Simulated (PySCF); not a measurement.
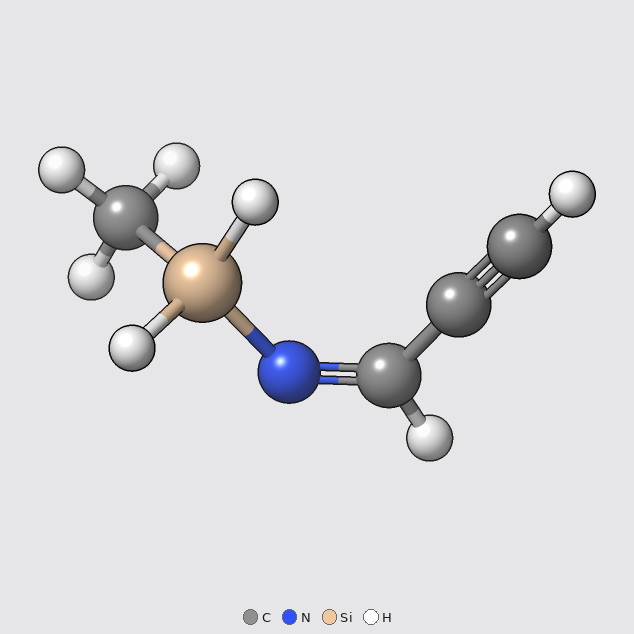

The geometry was computed by an optimisation with PBE0-D3(BJ)/def2-SVP. No frequency run is at hand to confirm it as a minimum.

Draw it as a skeletal formula.

SMILES: C#C/C=N\[SiH2]C

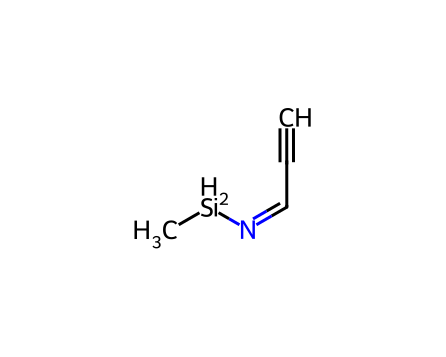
